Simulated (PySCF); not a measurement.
C8H10FN

```xyz
20

N    -1.8583    2.6757    0.8588
C    -1.5949    1.5653    0.7955
C    -1.2454    0.1699    0.6670
F    -1.3621   -0.4511    1.8953
C    -1.9752   -0.5464   -0.4850
C    -0.6837   -0.4939   -1.3137
C     0.1033   -0.0668   -0.0640
C     1.1110   -1.0444    0.5553
C     2.2363   -0.0257    0.3158
C     1.1930    1.0106   -0.1311
H    -2.2565   -1.5536   -0.1855
H    -2.8425   -0.0284   -0.8884
H    -0.3732   -1.4340   -1.7638
H    -0.7027    0.2815   -2.0777
H     1.2082   -1.9921    0.0287
H     0.9179   -1.2433    1.6074
H     2.9217   -0.3176   -0.4763
H     2.8102    0.2457    1.1983
H     1.3457    1.4387   -1.1201
H     1.0419    1.8207    0.5803
```

Geometry: GFN2-xTB.

These are results of PBE0/pcSseg-1, SCF density, gas phase, non-relativistic in PySCF, not measurements.

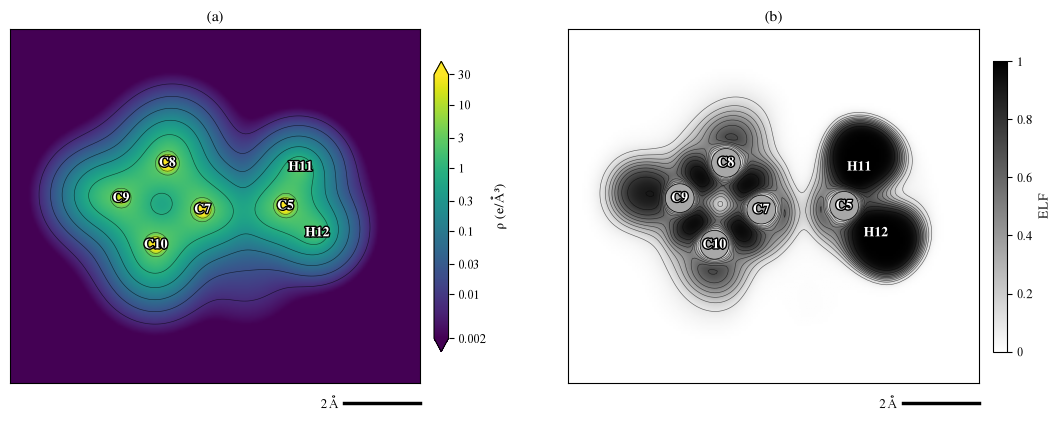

Figure 1. (a) electron density; (b) electron localisation function on the plane of atoms C8, C7 and C10. Grey discs cover the atomic cores in the ELF map.

Question: Describe what can be read from this map.

Answer:
- Atoms in the plane: C and H.
- C–H (1.09 Å): ρ is about 2 e/Å³ halfway; the ELF climbs to about 1 towards the hydrogen, as it does in any bond to H (an ordinary covalent bond to hydrogen).
- C–C (1.53 Å): ρ at the midpoint is about 1.6 e/Å³; the ELF peaks at about 0.95 between the atoms, as expected for localised, covalent bonding.

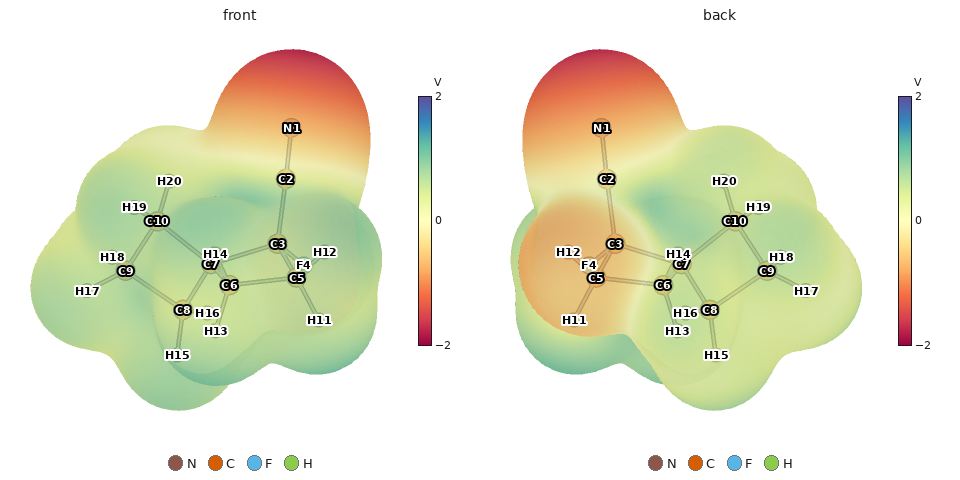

Figure 2. The electrostatic potential painted on the density surface at 0.002 e/bohr³, seen from the front and from behind; the colour scale runs from red (negative) to blue (positive).

Question: Describe the electrostatic potential map.

Answer: The most negative region (about −1.7 V, or −39 kcal/mol for a unit charge) lies over N1, the most positive (about +1.0 V, or +23 kcal/mol for a unit charge) over H11 and H13. N1 is the likeliest acceptor of a hydrogen bond.

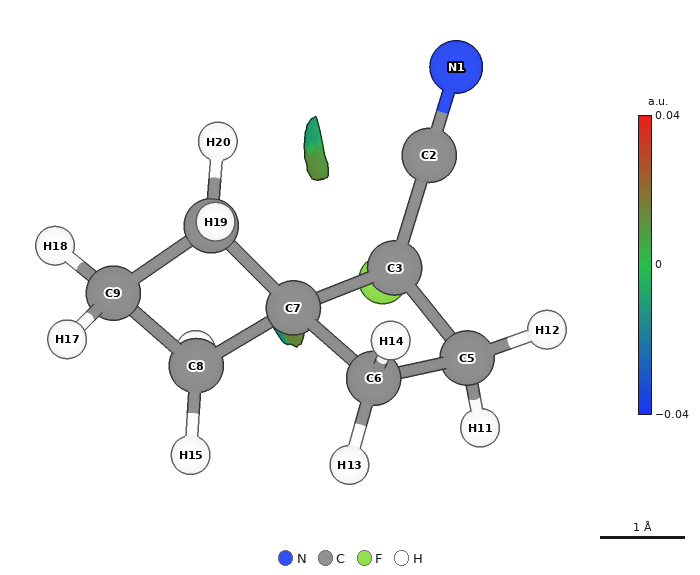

Figure 3. Non-covalent interaction (NCI) plot: the surface where the reduced density gradient is 0.5, for densities under 0.05 a.u., coloured by sign(λ₂)ρ; seen across its widest extent.

Question: Identify the weak interactions.

Answer: Between H16 and C8 on one side and F4 and C3 on the other: a weak contact, attractive (blue-green) on one side and crowded (olive to red) on the other; near H20, C2 and C10: mostly steric crowding (olive to red).
